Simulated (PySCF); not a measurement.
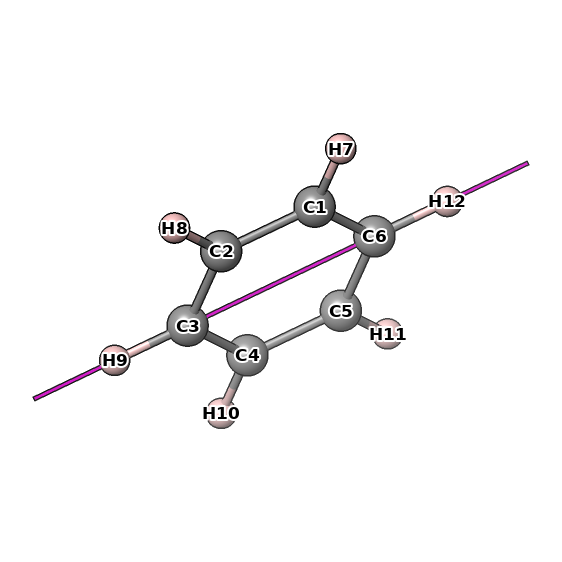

A line through the centre of mass is drawn in. Distant atoms are faded towards the background colour. The computed structure is the end point of a GFN2-xTB optimisation. No frequency run is at hand to confirm it as a minimum.

Q: Is the line a proper rotation axis of the structure, and of what order?

A: Yes, a C2 axis. A turn by 180° leaves C3, C6, H9, H12 in place and moves C1 ↔ C5; C2 ↔ C4; H7 ↔ H11; H8 ↔ H10. The point group is D6h.
